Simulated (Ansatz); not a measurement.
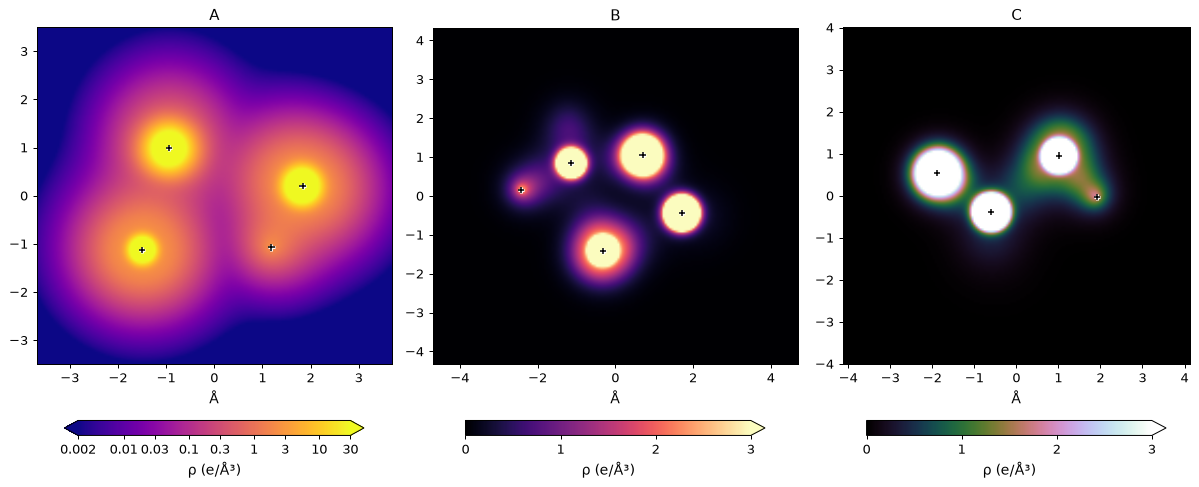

The total electron density of 3 systems, each on a plane through atoms (crosses mark nuclei in the plane).

Computed with RKS PBE0-D4/def2-TZVPP in Ansatz 0.2.0.

System 1: AlClFH₅Si, the plane of atoms F2, Al1 and Cl6. A transition-state structure; geometry: PBE0-D4/def2-TZVP.

```yaml
atoms:
  - { symbol: Al, position_ang: [-1.5449, -0.2621, -0.7725] }
  - { symbol: F, position_ang: [-0.2364, 0.9207, -0.3516] }
  - { symbol: H, position_ang: [-1.3805, -0.7006, -2.2769] }
  - { symbol: H, position_ang: [-2.8855, 0.1701, -0.0678] }
  - { symbol: Si, position_ang: [1.2328, 0.2785, 0.6085] }
  - { symbol: Cl, position_ang: [-0.3141, -1.5796, 0.5842] }
  - { symbol: H, position_ang: [2.0357, 0.0722, -0.6103] }
  - { symbol: H, position_ang: [1.8285, -0.5413, 1.6961] }
  - { symbol: H, position_ang: [1.2645, 1.6419, 1.1904] }
```

System 2: BrClGaH₃, the plane of atoms Ga1, Br2 and H5. The product side of a reaction path; geometry: PBE0-D4/def2-TZVP.

```xyz
6

Ga   -0.2490   -0.8057    0.4337
Br   -0.6433    1.8642   -0.5902
H    -1.2398   -1.5139   -0.5347
H    -0.4019   -0.4414    1.9386
H     0.7205    1.6325   -0.9520
Cl    1.8134   -0.7356   -0.2955
```

System 3: F₂H₂S₂Si, the plane of atoms S3, Si1 and F6. The reactant side of a reaction path; geometry: PBE0-D4/def2-TZVP.

| atom | x (Å) | y (Å) | z (Å) |
| --- | --- | --- | --- |
| Si | -0.1715 | -0.3626 | 0.4431 |
| S | 1.3297 | -0.8960 | -0.9321 |
| S | -1.0255 | 1.5381 | 0.1476 |
| H | -1.2226 | 1.3151 | -1.1634 |
| F | -1.2274 | -1.5369 | 0.3439 |
| F | 0.3433 | -0.3313 | 1.9390 |
| H | 1.9740 | 0.2738 | -0.7782 |

Which map belongs to which system?

Panel A is system 2, BrClGaH₃: the plane holds Ga, Br, H and Cl. Ga–Cl (2.19 Å): ρ is about 0.66 e/Å³ halfway. Panel B is system 1, AlClFH₅Si: the plane holds Al, F, Si, Cl and H. Al–F (1.81 Å): the density is about 0.58 e/Å³ at the midpoint. Panel C is system 3, F₂H₂S₂Si: the plane holds Si, S, H and F. Si–F (1.58 Å): ρ at the midpoint is about 1.2 e/Å³.
